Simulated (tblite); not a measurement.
C5H5Br: frequency calculation

- system: C5H5Br, SMILES C#C[C@H](Br)C=C
- method: GFN2-xTB harmonic vibrations, gas phase (tblite 0.8.0)

It belongs to a series of runs on one base structure; here: constitutional isomer.

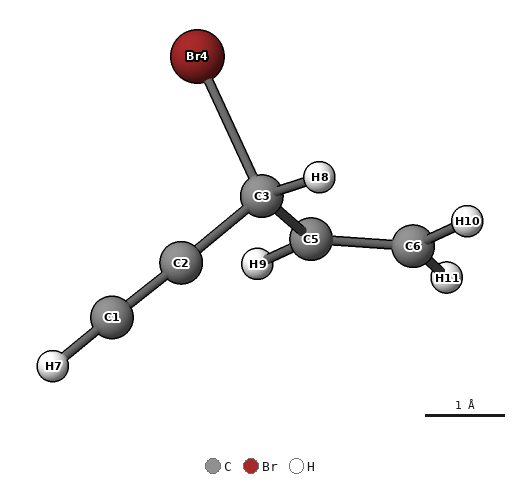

Figure 1. The input geometry (ball-and-stick view, seen at a tilt; atoms are numbered from 1 in the order of the input).

Summary

- outcome: converged
- total energy: −468.7469 eV
- zero-point energy: 48.5380 kcal/mol
- hardware: 1 CPU thread, shared host
- peak memory: 0.18 GiB

Input file
```
{"job": {"kind": "ir", "xc": "GFN2-xTB", "basis": "xTB"}, "charge": 0, "multiplicity": 1}
C      2.612635     0.460064    -0.298270
C      1.521220     0.243265     0.144029
C      0.216318    -0.068200     0.661794
Br     0.369602    -1.716578     1.824541
C     -0.771963    -0.350659    -0.416477
C     -1.966036     0.210636    -0.466321
H      3.564158     0.677230    -0.682514
H     -0.132978     0.705873     1.349047
H     -0.449901    -1.063669    -1.162936
H     -2.296596     0.917354     0.277741
H     -2.661035    -0.012644    -1.256597
```

The first line tells a small driver script what to run in tblite; the rest is the geometry in Å.

Run as:
```bash
OMP_NUM_THREADS=1 python <driver script> task.json out
```

What the program printed
```
mode    cm-1     km/mol
  1      64.9      0.16
  2     125.7      0.54
  3     167.6      0.15
  4     222.6      1.48
  5     336.4      6.71
  6     364.7      0.52
  7     435.4      2.96
  8     554.1      6.52
  9     648.0     11.24
 10     665.2     19.37
 11     711.7     11.36
 12     899.5      4.95
 13     905.3     13.37
 14    1013.0     23.67
 15    1028.8      4.23
 16    1110.3      9.91
 17    1154.5     19.10
 18    1215.9      2.22
 19    1287.4      1.56
 20    1407.1      1.55
 21    1698.6      2.06
 22    2276.3      2.67
 23    2944.5      5.90
 24    3077.1      9.02
 25    3101.4     14.08
 26    3137.8     23.10
 27    3399.0     10.16
```

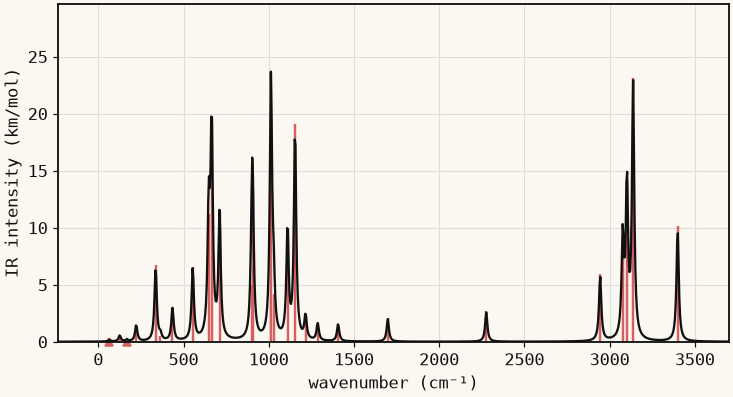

Figure 2. Harmonic infrared spectrum, unscaled: sticks (degenerate modes added up, dark ones marked on the axis) with a Lorentzian envelope of 16 cm⁻¹ full width, scaled to the tallest stick. 27 modes from 65 to 3399 cm⁻¹, none imaginary. The strongest line is at 1013 cm⁻¹ (24 km/mol).
